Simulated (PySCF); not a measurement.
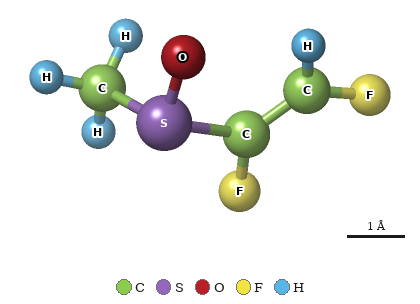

Figure 1. The structure as given in the input (ball-and-stick view, seen at an oblique angle).

# Excited-state calculation of C$_{3}$H$_{4}$F$_{2}$OS

The run: excited-state calculation of C$_{3}$H$_{4}$F$_{2}$OS. Method and program: TDDFT wB97X-D/def2-SVPD, vertical, gas phase, core orbitals frozen in the response (PySCF 2.14.0).

The geometry comes from this level: GFN2-xTB.

Output:
```
coarse grid: 10624 points
cycle   1  E = -788.8935417108  dE =  1.347e+00  |g| = 1.033e+00  |ddm| = 4.326e+00
cycle   2  E = -788.5637412990  dE =  3.298e-01  |g| = 1.696e+00  |ddm| = 2.839e+00
cycle   3  E = -789.1087624018  dE = -5.450e-01  |g| = 1.413e-01  |ddm| = 1.869e+00
cycle   4  E = -789.1115665991  dE = -2.804e-03  |g| = 8.851e-02  |ddm| = 2.704e-01
cycle   5  E = -789.1129750034  dE = -1.408e-03  |g| = 1.222e-02  |ddm| = 8.717e-02
cycle   6  E = -789.1130076946  dE = -3.269e-05  |g| = 3.609e-03  |ddm| = 2.133e-02
cycle   7  E = -789.1130115100  dE = -3.815e-06  |g| = 1.378e-03  |ddm| = 8.290e-03
final grid: 101280 points
cycle   8  E = -789.2085370315  dE = -1.084e-04  |g| = 8.171e-03  |ddm| = 1.346e-01
cycle   9  E = -789.2085355652  dE =  1.466e-06  |g| = 9.597e-03  |ddm| = 1.982e-02
cycle  10  E = -789.2085496257  dE = -1.406e-05  |g| = 5.607e-04  |ddm| = 7.272e-03
cycle  11  E = -789.2085497056  dE = -7.996e-08  |g| = 3.778e-04  |ddm| = 1.852e-03
cycle  12  E = -789.2085497403  dE = -3.462e-08  |g| = 1.140e-04  |ddm| = 6.805e-04
cycle  13  E = -789.2085497430  dE = -2.755e-09  |g| = 4.252e-05  |ddm| = 1.740e-04
cycle  14  E = -789.2085497436  dE = -5.639e-10  |g| = 1.483e-05  |ddm| = 8.918e-05
```

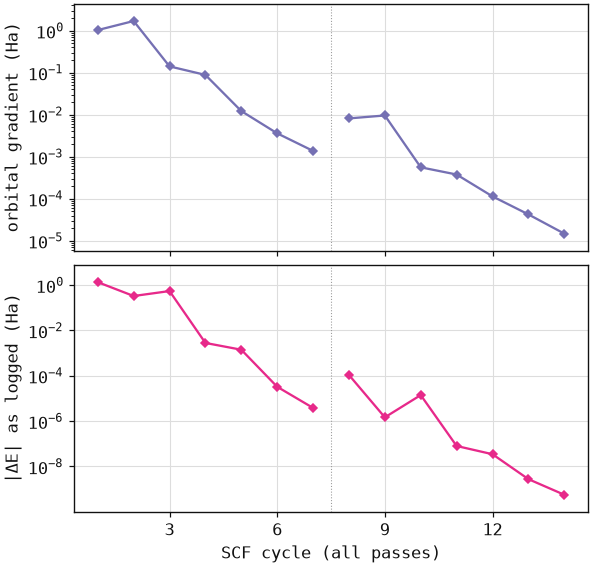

Figure 2. Convergence of the self-consistent field: orbital gradient and size of the energy change against the SCF cycle. The dotted line marks the change from a coarse to the final integration grid. The first 7 cycles use a coarse grid, the final grid takes over at cycle 8, and the field converges after 14 cycles in all.

```
converged SCF energy = -789.2085497436

Static polarisability (au): isotropic 63.162, principal 51.211 61.014 77.261

Singlet excitations
state   eV       nm        f      main configurations
  1   5.6783    218.3   0.03149   H->L 0.56, H->L+1 0.34
  2   6.0295    205.6   0.07546   H->L+1 0.51, H->L 0.33
  3   6.4431    192.4   0.00596   H-1->L+1 0.46, H-1->L 0.34
  4   6.8515    181.0   0.00256   H-2->L 0.42, H-2->L+1 0.38
  5   6.9717    177.8   0.01219   H->L+3 0.62
  6   7.1188    174.2   0.06419   H->L+2 0.51, H-2->L+1 0.14, H-1->L 0.11
  7   7.1549    173.3   0.00989   H-2->L 0.39, H-2->L+1 0.29, H->L+2 0.18
  8   7.3695    168.2   0.14469   H-1->L 0.38, H-1->L+1 0.33

Triplet excitations (Tamm-Dancoff, eV): 4.5454 5.0299 5.4662
```

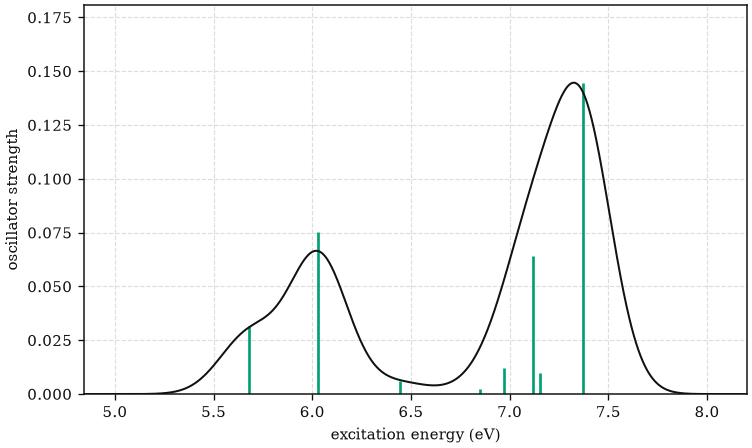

Figure 3. Computed excitations as sticks (degenerate states added up, dark ones marked on the axis), with a Gaussian envelope of 0.35 eV full width at half maximum, scaled to the tallest. Of the 8 states the lowest lies at 5.68 eV (f = 0.031); the strongest line is at 7.37 eV, or 168 nm (f = 0.145).

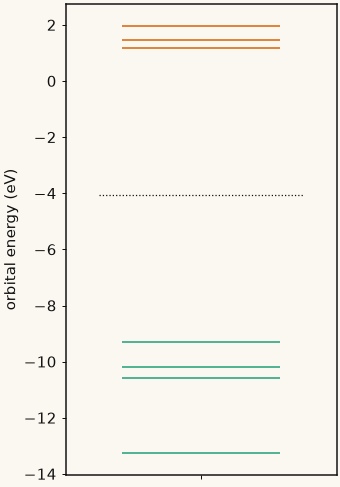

Figure 4. Orbital energies near the frontier; the dotted line parts filled from empty levels, and levels within 0.02 eV of each other stand side by side. Highest filled −9.31 eV, lowest empty 1.19 eV, 10.50 eV apart.

The run was set up as follows.

Input:
```
{"job": {"kind": "uv", "xc": "wB97X-D", "basis": "def2-SVPD", "nstates": 8, "ntriplets": 3}, "charge": 0, "multiplicity": 1}
C     -1.679070     0.224695    -0.410162
S     -0.680252    -0.710722     0.832132
O     -0.441567     0.198567     1.944050
C      0.852961    -0.601244    -0.176456
F      0.830149    -1.339103    -1.295625
C      1.879672     0.119171     0.238718
F      3.038523     0.240946    -0.410717
H     -1.663441    -0.323217    -1.345286
H     -1.263024     1.218965    -0.527882
H     -2.694038     0.290521    -0.032477
H      1.825511     0.684091     1.157741
```

The first line tells a small driver script what to run in PySCF; the rest is the geometry in Å.

Launch command:
```bash
OMP_NUM_THREADS=1 python <driver script> task.json out
```

Results in brief:

- outcome: converged
- total energy: −789.208550 hartree
- HOMO: −9.31 eV
- LUMO: 1.19 eV
- dipole moment: 2.42 D
- mean polarisability: 63.16 a.u.
- lowest singlet excitation: 5.68 eV
- hardware: 1 CPU thread, shared host
- wall time: 52 s
- peak memory: 0.77 GiB
